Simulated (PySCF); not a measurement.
Molecule: SMILES Oc1cccc(O[SiH3])c1. Atoms near the plane z = 0.0 Å, at the GFN2-xTB optimised geometry (x, y, z in Å): O1 (-2.7, -1.9, 0.0), C2 (-2.0, -0.7, 0.0), C3 (-2.7, 0.5, 0.0), C4 (-2.0, 1.7, 0.0), C5 (-0.6, 1.7, 0.0), C6 (0.1, 0.5, 0.0), O7 (1.4, 0.4, 0.0), Si8 (2.6, 1.5, 0.0), C9 (-0.6, -0.7, 0.0), H10 (-2.1, -2.6, 0.0), H11 (-3.8, 0.5, 0.0), H12 (-2.5, 2.6, 0.0), H13 (-0.1, 2.6, 0.0), H14 (3.8, 0.6, 0.0), H17 (-0.1, -1.6, 0.0).

Computed with CAM-B3LYP/def2-SVP (PySCF). Cells within 0.4 Å of a nucleus heavier than hydrogen are left out (blank, or x). The values are rescaled to run from 0 to 1.

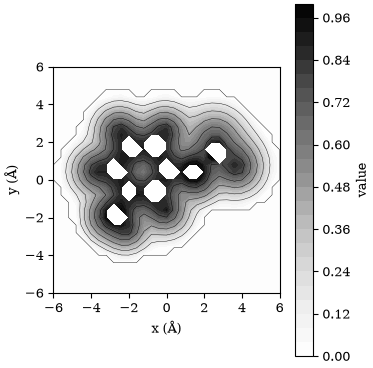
Figure: a field on the plane z = 0.0 Å.

Question: Which quantity is mapped?
A. Laplacian of the electron density
B. electrostatic potential
C. log10 of the electron density
D. electron localisation function

Answer: C, log10 of the electron density. In full: log10 of the electron density (e/bohr³), floored at −4.
